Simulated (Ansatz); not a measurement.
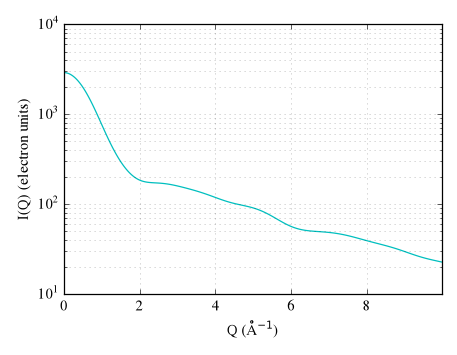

Elastic X-ray scattering of a randomly oriented, rigid molecule, calculated with the Debye equation from neutral-atom form factors (independent atoms, no Compton part, no vibration). The geometry is the end point of an optimisation (RKS PBE0/6-31G (Ansatz 0.2.0)); it may be a saddle point or a higher isomer. It contains Si, N, H, F.

How many electrons does the independent-atom model of the molecule hold?

I(0) is the square of the electron number: I(0) = 2910, so about 54 electrons, the count of FH10N3Si.

What radius of gyration does the initial fall-off give?

From I(Q) ≈ I(0) exp(−Q²R²/3) at small Q, R ≈ 2.14 Å. It is larger than the electron-weighted radius of the nuclear positions alone (2.01 Å), because each atom's electron cloud adds to it.
